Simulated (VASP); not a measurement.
Band structure of TiB2 (space group P6/mmm). Computed with PBE GGA, VASP's PBE PAW potentials (set 64) (plane waves; VASP 6.6.1).

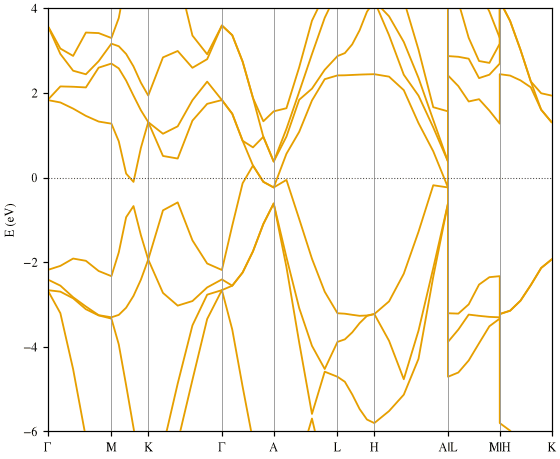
Figure: Bands along high-symmetry lines, zero at the valence-band maximum or, without a gap, the Fermi level

Problem. Read the plot: is there a gap, and where are the band edges?

Solution. It has no gap at this level: it comes out as a metal or semimetal.

The structure comes from a computed database's TiB2 entry; how it stands against other phases isn't given here. The cell was not relaxed at this level.
